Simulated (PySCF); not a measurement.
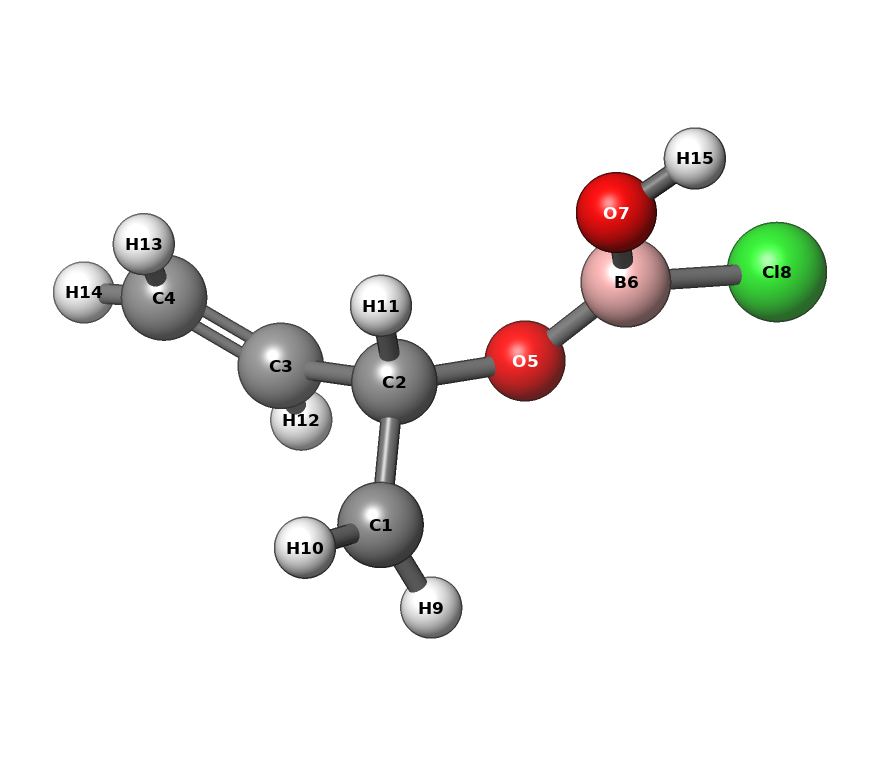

State: neutral, doublet. Computed geometry: GFN2-xTB optimisation. No frequency run is at hand to confirm it as a minimum. Method: UKS B3LYP, pcH-1 on B C Cl H O, non-relativistic (PySCF 2.14.0). Fermi-contact and spin-dipolar terms alone, no spin-orbit part.

> Which nucleus has the largest dipolar (anisotropic) hyperfine coupling?

13C at C1: principal values −79.9, −79.1, 158.9 MHz.

List the isotropic and dipolar parts for the most strongly coupled nuclei, one of each equivalent set.

```json
{"atom": "C1", "isotope": "13C", "a_iso (MHz)": "90.6", "dipolar part (MHz)": "−79.9, −79.1, 158.9"}
{"atom": "H10", "isotope": "1H", "a_iso (MHz)": "−61.6", "dipolar part (MHz)": "−38.2, −0.6, 38.8"}
{"atom": "H9", "isotope": "1H", "a_iso (MHz)": "−60.7", "dipolar part (MHz)": "−38.5, −0.3, 38.7"}
{"atom": "C4", "isotope": "13C", "a_iso (MHz)": "7.8", "dipolar part (MHz)": "−9.0, −7.9, 17.0"}
{"atom": "C3", "isotope": "13C", "a_iso (MHz)": "67.3", "dipolar part (MHz)": "−11.9, −1.2, 13.1"}
{"atom": "H11", "isotope": "1H", "a_iso (MHz)": "45.4", "dipolar part (MHz)": "−5.8, −3.9, 9.7"}
{"atom": "H12", "isotope": "1H", "a_iso (MHz)": "0.3", "dipolar part (MHz)": "−4.1, −2.7, 6.7"}
{"atom": "H14", "isotope": "1H", "a_iso (MHz)": "−3.5", "dipolar part (MHz)": "−4.6, −1.1, 5.7"}
```

The geometry is semi-empirical. Around B such bond lengths and angles can be off by a tenth of an ångström or more and by several degrees, and values that hang on the shape move with them.
